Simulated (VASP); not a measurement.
Band structure of Eu (bcc). Calculation: PBE GGA with D4 dispersion, VASP's PBE PAW potentials (set 64) (plane waves; VASP 6.6.1).

The 4f electrons are frozen in the core of the lanthanide potential, so 4f levels, which can set the real gap, and their magnetism are missing.

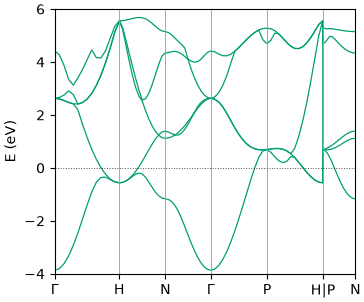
Figure. Bands along high-symmetry lines, zero at the valence-band maximum or, without a gap, the Fermi level

### Question
Read the plot: is there a gap, and where are the band edges?

### Answer
It has no gap at this level: it comes out as a metal or semimetal. (Edges off the drawn lines would not show.)

The compound is Eu in the bcc structure. It was relaxed first, which changed the volume by -13 %.
